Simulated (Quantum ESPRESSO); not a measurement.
# Magnetic state of MnPt3 from several starts

Wanted: the moments of MnPt3 and the energy of each order that was tried.

Calculated with Quantum ESPRESSO 7.5; LDA; plane waves with GBRV 1.5 LDA potentials, no spin-orbit coupling.

## Step 1: Starting point

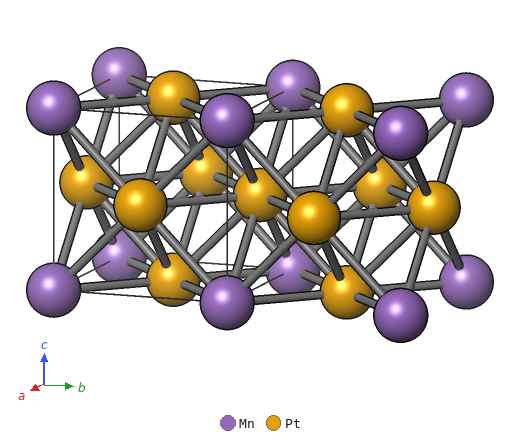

The cell as given, slightly off an axis (manganese purple, platinum orange). 1×2×1 cells are drawn. Some periodic images of atoms are drawn too.

Structure file:

```cif
data_structure
_symmetry_space_group_name_H-M 'Pm-3m'
_symmetry_Int_Tables_number 221
_cell_length_a 3.9000
_cell_length_b 3.9000
_cell_length_c 3.9000
_cell_angle_alpha 90.000
_cell_angle_beta 90.000
_cell_angle_gamma 90.000
_cell_volume 59.32
loop_
_atom_site_label
_atom_site_type_symbol
_atom_site_symmetry_multiplicity
_atom_site_Wyckoff_symbol
_atom_site_fract_x
_atom_site_fract_y
_atom_site_fract_z
_atom_site_occupancy
Mn1 Mn 1 a 0.00000 0.00000 0.00000 1
Pt1 Pt 3 c 0.00000 0.50000 0.50000 1
```

The cell comes from the Crystallography Open Database.

## Step 2: Start 1: ferro +

The signs are those of the starting moments on the seeded atoms, the atoms that are given a moment.

Input file pw.in:

```
&CONTROL
  calculation = 'scf'
  prefix = 'pwscf'
  outdir = './tmp'
  pseudo_dir = './pseudo'
  disk_io = 'nowf'
/
&SYSTEM
  ibrav = 0
  nat = 4
  ntyp = 2
  ecutwfc = 40
  ecutrho = 280
  nbnd = 43
  occupations = 'smearing'
  smearing = 'fd'
  degauss = 0.00734986
  nspin = 2
  starting_magnetization(1) = 0.2333
  starting_magnetization(2) = 0
/
&ELECTRONS
  conv_thr = 8d-09
  electron_maxstep = 150
  mixing_beta = 0.3
/
ATOMIC_SPECIES
Mn     54.9380 mn_lda_v1.5.uspp.F.UPF
Pt    195.0840 pt_lda_v1.4.uspp.F.UPF
CELL_PARAMETERS angstrom
   3.9000000000    0.0000000000    0.0000000000
   0.0000000000    3.9000000000    0.0000000000
   0.0000000000    0.0000000000    3.9000000000
ATOMIC_POSITIONS crystal
Mn      0.0000000000    0.0000000000    0.0000000000
Pt      0.0000000000    0.5000000000    0.5000000000
Pt      0.5000000000    0.0000000000    0.5000000000
Pt      0.5000000000    0.5000000000    0.0000000000
K_POINTS automatic
6 6 6 0 0 0
```

Command:

```
$ OMP_NUM_THREADS=1 mpirun -n 4 pw.x -nk 4 -in pw.in > pw.out
```

Output:

```text
Program PWSCF v.7.5 starts

     Message from routine setup:
     using ibrav=0 with symmetry is DISCOURAGED, use correct ibrav instead

     K-points division:     npool     =       4
     Subspace diagonalization in iterative solution of the eigenvalue problem:

     G-vector sticks info
     --------------------
     sticks:   dense  smooth     PW     G-vecs:    dense   smooth      PW
     Sum        1201     681    221                31559    13613    2373

     Using Slab Decomposition

     bravais-lattice index     =            0
     lattice parameter (alat)  =       7.3699  a.u.
     unit-cell volume          =     400.3045 (a.u.)^3
     number of atoms/cell      =            4
     number of atomic types    =            2
     number of electrons       =        63.00
     number of Kohn-Sham states=           43
     kinetic-energy cutoff     =      40.0000  Ry
     charge density cutoff     =     280.0000  Ry
     scf convergence threshold =      8.0E-09
     mixing beta               =       0.3000
     number of iterations used =            8  plain     mixing
     Exchange-correlation=  SLA  PZ   NOGX NOGC
                           (   1   1   0   0   0   0   0)

     celldm(1)=   7.369932  celldm(2)=   0.000000  celldm(3)=   0.000000
     celldm(4)=   0.000000  celldm(5)=   0.000000  celldm(6)=   0.000000

     crystal axes: (cart. coord. in units of alat)
               a(1) = (   1.000000   0.000000   0.000000 )
               a(2) = (   0.000000   1.000000   0.000000 )
               a(3) = (   0.000000   0.000000   1.000000 )

     reciprocal axes: (cart. coord. in units 2 pi/alat)
               b(1) = (  1.000000  0.000000  0.000000 )
               b(2) = (  0.000000  1.000000  0.000000 )
               b(3) = (  0.000000  0.000000  1.000000 )

     PseudoPot. # 1 for Mn read from file:
     mn_lda_v1.5.uspp.F.UPF
     Pseudo is Ultrasoft + core correction, Zval = 15.0
     Generated by new atomic code, or converted to UPF format
     Using radial grid of  859 points,  6 beta functions with:
                l(1) =   0
                l(2) =   0
                l(3) =   1
                l(4) =   1
                l(5) =   2
                l(6) =   2
     Q(r) pseudized with  8 coefficients,  rinner =    0.950   0.950   0.950
                                                       0.950   0.950

     PseudoPot. # 2 for Pt read from file:
     pt_lda_v1.4.uspp.F.UPF
     Pseudo is Ultrasoft + core correction, Zval = 16.0
     Generated by new atomic code, or converted to UPF format
     Using radial grid of  985 points,  6 beta functions with:
                l(1) =   0
                l(2) =   0
                l(3) =   1
                l(4) =   1
                l(5) =   2
                l(6) =   2
     Q(r) pseudized with  8 coefficients,  rinner =    1.300   1.300   1.300
                                                       1.300   1.300

     atomic species   valence    mass     pseudopotential
     Mn               15.00    54.93800     Mn( 1.00)
     Pt               16.00   195.08400     Pt( 1.00)

     Starting magnetic structure
     atomic species   magnetization
     Mn              0.233
     Pt              0.000

     48 Sym. Ops., with inversion, found

   Cartesian axes

     site n.     atom                  positions (alat units)
         1        Mn     tau(   1) = (   0.0000000   0.0000000   0.0000000  )
         2        Pt     tau(   2) = (   0.0000000   0.5000000   0.5000000  )
         3        Pt     tau(   3) = (   0.5000000   0.0000000   0.5000000  )
         4        Pt     tau(   4) = (   0.5000000   0.5000000   0.0000000  )

     number of k points=    20  Fermi-Dirac smearing, width (Ry)=  0.0073
                       cart. coord. in units 2pi/alat
        k(    1) = (   0.0000000   0.0000000   0.0000000), wk =   0.0046296
        k(    2) = (   0.0000000   0.0000000   0.1666667), wk =   0.0277778
        k(    3) = (   0.0000000   0.0000000   0.3333333), wk =   0.0277778
        k(    4) = (   0.0000000   0.0000000  -0.5000000), wk =   0.0138889
        k(    5) = (   0.0000000   0.1666667   0.1666667), wk =   0.0555556
        [... 15 further k-points ...]

     Dense  grid:    31559 G-vectors     FFT dimensions: (  40,  40,  40)

     Smooth grid:    13613 G-vectors     FFT dimensions: (  30,  30,  30)

     Check: negative core charge=   -0.000018
     Generating pointlists ...
     new r_m :   0.2917 (alat units)  2.1497 (a.u.) for type    1
     new r_m :   0.2917 (alat units)  2.1497 (a.u.) for type    2

     Initial potential from superposition of free atoms

     starting charge      60.9999, renormalised to      63.0000

     negative rho (up, down):  2.669E-01 2.671E-01
     Starting wfcs are   49 randomized atomic wfcs

     Self-consistent Calculation

     iteration #  1     ecut=    40.00 Ry     beta= 0.30
     Davidson diagonalization with overlap
     ethr =  1.00E-02,  avg # of iterations =  3.0

     negative rho (up, down):  2.535E-01 2.523E-01

     total energy              =    -842.97755947 Ry
     estimated scf accuracy    <       4.60415393 Ry

     total magnetization       =     3.02 Bohr mag/cell
     absolute magnetization    =     3.08 Bohr mag/cell

     iteration #  2     ecut=    40.00 Ry     beta= 0.30
     Davidson diagonalization with overlap
     ethr =  7.31E-03,  avg # of iterations =  2.0

     negative rho (up, down):  2.530E-01 2.518E-01

     total energy              =    -842.63684640 Ry
     estimated scf accuracy    <       8.96328117 Ry

     total magnetization       =     1.58 Bohr mag/cell
     absolute magnetization    =     1.62 Bohr mag/cell

     iteration #  3     ecut=    40.00 Ry     beta= 0.30
     Davidson diagonalization with overlap
     ethr =  7.31E-03,  avg # of iterations =  2.0

     negative rho (up, down):  2.479E-01 2.455E-01

     total energy              =    -843.40034938 Ry
     estimated scf accuracy    <       2.88772705 Ry

     total magnetization       =     2.80 Bohr mag/cell
     absolute magnetization    =     2.91 Bohr mag/cell

     [... further iterations left out ...]

     iteration # 12     ecut=    40.00 Ry     beta= 0.30
     Davidson diagonalization with overlap
     ethr =  1.09E-09,  avg # of iterations =  2.2

     negative rho (up, down):  2.454E-01 2.407E-01

     total energy              =    -843.67508739 Ry
     estimated scf accuracy    <       0.00000003 Ry

     total magnetization       =     4.09 Bohr mag/cell
     absolute magnetization    =     4.24 Bohr mag/cell

     iteration # 13     ecut=    40.00 Ry     beta= 0.30
     Davidson diagonalization with overlap
     ethr =  5.22E-11,  avg # of iterations =  2.0

     negative rho (up, down):  2.454E-01 2.407E-01

     total energy              =    -843.67508740 Ry
     estimated scf accuracy    <       0.00000002 Ry

     total magnetization       =     4.09 Bohr mag/cell
     absolute magnetization    =     4.24 Bohr mag/cell

     iteration # 14     ecut=    40.00 Ry     beta= 0.30
     Davidson diagonalization with overlap
     ethr =  2.43E-11,  avg # of iterations =  1.3

     negative rho (up, down):  2.454E-01 2.407E-01

     total energy              =    -843.67508741 Ry
     estimated scf accuracy    <       0.00000001 Ry

     total magnetization       =     4.09 Bohr mag/cell
     absolute magnetization    =     4.24 Bohr mag/cell

     iteration # 15     ecut=    40.00 Ry     beta= 0.30
     Davidson diagonalization with overlap
     ethr =  1.78E-11,  avg # of iterations =  1.0

     negative rho (up, down):  2.454E-01 2.407E-01

     Magnetic moment per site  (integrated on atomic sphere of radius R)
     atom   1 (R=0.292)  charge= 13.6987  magn=  3.6362
     atom   2 (R=0.292)  charge= 14.0321  magn=  0.1337
     atom   3 (R=0.292)  charge= 14.0321  magn=  0.1337
     atom   4 (R=0.292)  charge= 14.0321  magn=  0.1337

     End of self-consistent calculation

     [... lines left out ...]
     the Fermi energy is    20.4648 ev

!    total energy              =    -843.67508741 Ry
     estimated scf accuracy    <          1.9E-09 Ry
     smearing contrib. (-TS)   =      -0.00906311 Ry
     internal energy E=F+TS    =    -843.66602430 Ry

     The total energy is F=E-TS. E is the sum of the following terms:
     one-electron contribution =    -158.88157778 Ry
     hartree contribution      =     129.40593471 Ry
     xc contribution           =    -196.67850387 Ry
     ewald contribution        =    -617.51187737 Ry

     total magnetization       =     4.09 Bohr mag/cell
     absolute magnetization    =     4.24 Bohr mag/cell

     convergence has been achieved in  15 iterations

=------------------------------------------------------------------------------=
   JOB DONE.
=------------------------------------------------------------------------------=
```

Wall time 29 s (4 MPI ranks of Arm Neoverse N1, shared host); peak memory 0.39 GiB; 1.9 min of CPU time.

Spin moment in the atom's sphere by atom:

```
atom  spin moment in the atom's sphere (μB)
 Mn1                                   3.64
 Pt2                                   0.13
 Pt3                                   0.13
 Pt4                                   0.13
```

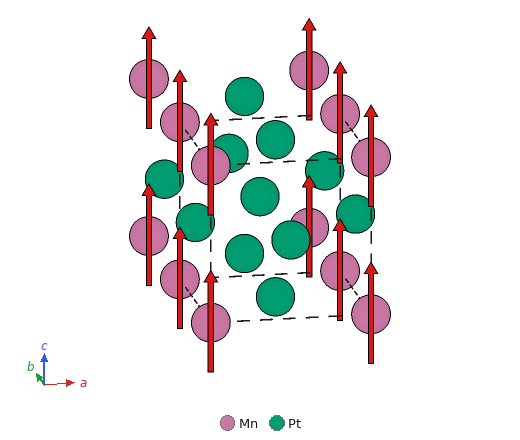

Spin moment in the atom's sphere as arrows, the longest 3.64 μB. Up and down stand for the sign. Arrows give size and sign along the axis of quantisation, drawn up and down the page. 1×2×1 cells are drawn. Some periodic images of atoms are drawn too.

Numbers from this step:

```
smearing term TS       : 0.1233 eV
magnetization          : 4.086 μB
absolute magnetization : 4.241 μB
final state            : ferromagnetic
```

## Step 3: Run 2 (antiferro q=(0,1/2,1/2) +−)

This order needs a doubled cell of 8 atoms. The wavevector q is in fractions of the reciprocal vectors of the crystal's primitive cell, as the cells of these inputs are built from it; moments change sign between cells as cos(2π q·R).

Input file pw.in:

```
&CONTROL
  calculation = 'scf'
  prefix = 'pwscf'
  outdir = './tmp'
  pseudo_dir = './pseudo'
  disk_io = 'nowf'
/
&SYSTEM
  ibrav = 0
  nat = 8
  ntyp = 3
  ecutwfc = 40
  ecutrho = 280
  nbnd = 78
  occupations = 'smearing'
  smearing = 'fd'
  degauss = 0.00734986
  nspin = 2
  starting_magnetization(1) = 0.2333
  starting_magnetization(2) = -0.2333
  starting_magnetization(3) = 0
/
&ELECTRONS
  conv_thr = 1.6d-08
  electron_maxstep = 150
  mixing_beta = 0.3
/
ATOMIC_SPECIES
Mn1    54.9380 mn_lda_v1.5.uspp.F.UPF
Mn2    54.9380 mn_lda_v1.5.uspp.F.UPF
Pt    195.0840 pt_lda_v1.4.uspp.F.UPF
CELL_PARAMETERS angstrom
   3.9000000000    0.0000000000    0.0000000000
   0.0000000000    7.8000000000    0.0000000000
   0.0000000000    3.9000000000    3.9000000000
ATOMIC_POSITIONS crystal
Mn1     0.0000000000    0.0000000000    0.0000000000
Mn2     0.0000000000    0.5000000000    0.0000000000
Pt      0.0000000000    0.0000000000    0.5000000000
Pt      0.0000000000    0.5000000000    0.5000000000
Pt      0.5000000000    0.7500000000    0.5000000000
Pt      0.5000000000    0.2500000000    0.5000000000
Pt      0.5000000000    0.2500000000    0.0000000000
Pt      0.5000000000    0.7500000000    0.0000000000
K_POINTS automatic
6 3 6 0 0 0
```

Output:

```text
[banner, memory and clock lines left out]
Program PWSCF v.7.5 starts

     Message from routine setup:
     using ibrav=0 with symmetry is DISCOURAGED, use correct ibrav instead

     bravais-lattice index     =            0
     lattice parameter (alat)  =       7.3699  a.u.
     unit-cell volume          =     800.6089 (a.u.)^3
     number of atoms/cell      =            8
     number of atomic types    =            3
     number of electrons       =       126.00
     number of Kohn-Sham states=           78
     kinetic-energy cutoff     =      40.0000  Ry
     charge density cutoff     =     280.0000  Ry
     scf convergence threshold =      1.6E-08
     mixing beta               =       0.3000
     number of iterations used =            8  plain     mixing
     Exchange-correlation=  SLA  PZ   NOGX NOGC
                           (   1   1   0   0   0   0   0)

     celldm(1)=   7.369932  celldm(2)=   0.000000  celldm(3)=   0.000000
     celldm(4)=   0.000000  celldm(5)=   0.000000  celldm(6)=   0.000000

     crystal axes: (cart. coord. in units of alat)
               a(1) = (   1.000000   0.000000   0.000000 )
               a(2) = (   0.000000   2.000000   0.000000 )
               a(3) = (   0.000000   1.000000   1.000000 )

     reciprocal axes: (cart. coord. in units 2 pi/alat)
               b(1) = (  1.000000  0.000000  0.000000 )
               b(2) = (  0.000000  0.500000 -0.500000 )
               b(3) = (  0.000000  0.000000  1.000000 )

     PseudoPot. # 1 for Mn read from file:
     mn_lda_v1.5.uspp.F.UPF
     Pseudo is Ultrasoft + core correction, Zval = 15.0

     PseudoPot. # 2 for Mn read from file:
     mn_lda_v1.5.uspp.F.UPF
     Pseudo is Ultrasoft + core correction, Zval = 15.0

     PseudoPot. # 3 for Pt read from file:
     pt_lda_v1.4.uspp.F.UPF
     Pseudo is Ultrasoft + core correction, Zval = 16.0

     atomic species   valence    mass     pseudopotential
     Mn1              15.00    54.93800     Mn( 1.00)
     Mn2              15.00    54.93800     Mn( 1.00)
     Pt               16.00   195.08400     Pt( 1.00)

     Starting magnetic structure
     atomic species   magnetization
     Mn1             0.233
     Mn2            -0.233
     Pt              0.000

     16 Sym. Ops., with inversion, found

   Cartesian axes

     site n.     atom                  positions (alat units)
         1        Mn1    tau(   1) = (   0.0000000   0.0000000   0.0000000  )
         2        Mn2    tau(   2) = (   0.0000000   1.0000000   0.0000000  )
         3        Pt     tau(   3) = (   0.0000000   0.5000000   0.5000000  )
         4        Pt     tau(   4) = (   0.0000000   1.5000000   0.5000000  )
         5        Pt     tau(   5) = (   0.5000000   2.0000000   0.5000000  )
         6        Pt     tau(   6) = (   0.5000000   1.0000000   0.5000000  )
         7        Pt     tau(   7) = (   0.5000000   0.5000000   0.0000000  )
         8        Pt     tau(   8) = (   0.5000000   1.5000000   0.0000000  )

     number of k points=    24  Fermi-Dirac smearing, width (Ry)=  0.0073
                       cart. coord. in units 2pi/alat
        k(    1) = (   0.0000000   0.0000000   0.0000000), wk =   0.0092593
        k(    2) = (   0.0000000   0.0000000   0.1666667), wk =   0.0370370
        k(    3) = (   0.0000000   0.0000000   0.3333333), wk =   0.0370370
        k(    4) = (   0.0000000   0.0000000  -0.5000000), wk =   0.0092593
        k(    5) = (   0.0000000   0.1666667  -0.1666667), wk =   0.0370370
        [... 19 further k-points ...]

     Dense  grid:    63215 G-vectors     FFT dimensions: (  40,  80,  60)

     Smooth grid:    27285 G-vectors     FFT dimensions: (  30,  60,  45)

     Check: negative core charge=   -0.000018
     Generating pointlists ...
     new r_m :   0.2917 (alat units)  2.1497 (a.u.) for type    1
     new r_m :   0.2917 (alat units)  2.1497 (a.u.) for type    2
     new r_m :   0.2917 (alat units)  2.1497 (a.u.) for type    3

     Initial potential from superposition of free atoms

     starting charge     121.9998, renormalised to     126.0000

     negative rho (up, down):  5.508E-01 5.508E-01
     Starting wfcs are   98 randomized atomic wfcs

     Self-consistent Calculation

     iteration #  1     ecut=    40.00 Ry     beta= 0.30
     Davidson diagonalization with overlap
     ethr =  1.00E-02,  avg # of iterations =  2.0

     negative rho (up, down):  5.226E-01 5.226E-01

     total energy              =   -1686.06570859 Ry
     estimated scf accuracy    <       9.03662053 Ry

     total magnetization       =     0.00 Bohr mag/cell
     absolute magnetization    =     5.56 Bohr mag/cell

     iteration #  2     ecut=    40.00 Ry     beta= 0.30
     Davidson diagonalization with overlap
     ethr =  7.17E-03,  avg # of iterations =  2.0

     negative rho (up, down):  5.215E-01 5.215E-01

     total energy              =   -1685.29996308 Ry
     estimated scf accuracy    <      17.29794963 Ry

     total magnetization       =     0.00 Bohr mag/cell
     absolute magnetization    =     2.80 Bohr mag/cell

     [... further iterations left out ...]

     iteration # 14     ecut=    40.00 Ry     beta= 0.30
     Davidson diagonalization with overlap
     ethr =  1.09E-10,  avg # of iterations =  2.7

     negative rho (up, down):  5.031E-01 5.031E-01

     total energy              =   -1687.34788216 Ry
     estimated scf accuracy    <       0.00000004 Ry

     total magnetization       =     0.00 Bohr mag/cell
     absolute magnetization    =     7.76 Bohr mag/cell

     iteration # 15     ecut=    40.00 Ry     beta= 0.30
     Davidson diagonalization with overlap
     ethr =  3.54E-11,  avg # of iterations =  1.9

     negative rho (up, down):  5.031E-01 5.031E-01

     Magnetic moment per site  (integrated on atomic sphere of radius R)
     atom   1 (R=0.292)  charge= 13.7045  magn=  3.5862
     atom   2 (R=0.292)  charge= 13.7045  magn= -3.5862
     atom   3 (R=0.292)  charge= 14.0287  magn=  0.0000
     atom   4 (R=0.292)  charge= 14.0287  magn=  0.0000
     atom   5 (R=0.292)  charge= 14.0315  magn=  0.0000
     atom   6 (R=0.292)  charge= 14.0315  magn=  0.0000
     atom   7 (R=0.292)  charge= 14.0315  magn=  0.0000
     atom   8 (R=0.292)  charge= 14.0315  magn=  0.0000

     End of self-consistent calculation

     [... lines left out ...]
     the Fermi energy is    20.4539 ev

!    total energy              =   -1687.34788216 Ry
     estimated scf accuracy    <          6.8E-09 Ry
     smearing contrib. (-TS)   =      -0.02020783 Ry
     internal energy E=F+TS    =   -1687.32767434 Ry

     The total energy is F=E-TS. E is the sum of the following terms:
     one-electron contribution =    -317.74042817 Ry
     hartree contribution      =     258.76781564 Ry
     xc contribution           =    -393.33130707 Ry
     ewald contribution        =   -1235.02375474 Ry

     total magnetization       =     0.00 Bohr mag/cell
     absolute magnetization    =     7.76 Bohr mag/cell

     convergence has been achieved in  15 iterations
```

Elapsed: 3.2 min, on 4 MPI ranks; peak memory 0.75 GiB; 13 min of CPU time.

Spin moment in the atom's sphere by atom:

```
atom  spin moment in the atom's sphere (μB)
 Mn1                                   3.59
 Mn2                                  -3.59
 Pt3                                   0.00
 Pt4                                   0.00
 Pt5                                   0.00
 Pt6                                   0.00
 Pt7                                   0.00
 Pt8                                   0.00
```

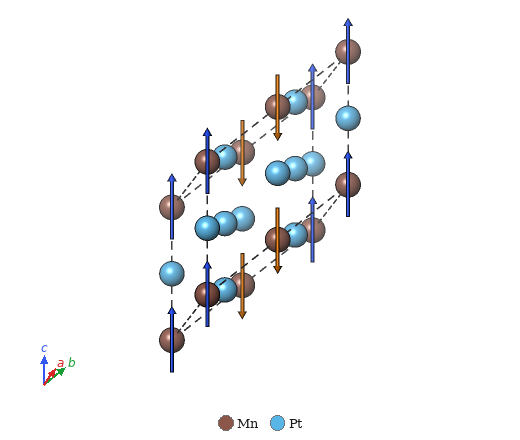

Spin moment in the atom's sphere as arrows, the longest 3.59 μB. Up and down stand for the sign. Arrows give size and sign along the axis of quantisation, drawn up and down the page. The two directions have two colours. Some periodic images of atoms are drawn too.

Numbers from this step:

* smearing term TS: 0.2749 eV
* magnetization: 0 μB
* absolute magnetization: 7.76 μB
* final state: antiferromagnetic

[end of part 1 of 2]

[Logs and program files are shortened in this print: banners, set-up blocks, solver, clock and traceback lines can be left out without a mark of their own.]

[Logs are printed without paths, hosts, clocks, repeated set-up lines and the standing remarks that a program may print on its own settings, such as how far it seeks lower states.]

[Hosts, paths, dates, database ids (printed as entryN), source tags and the programs' standing remarks are cut or masked in the printed files.]

[Where a cell is said to come from a database of computed structures, the database is the Materials Project.]
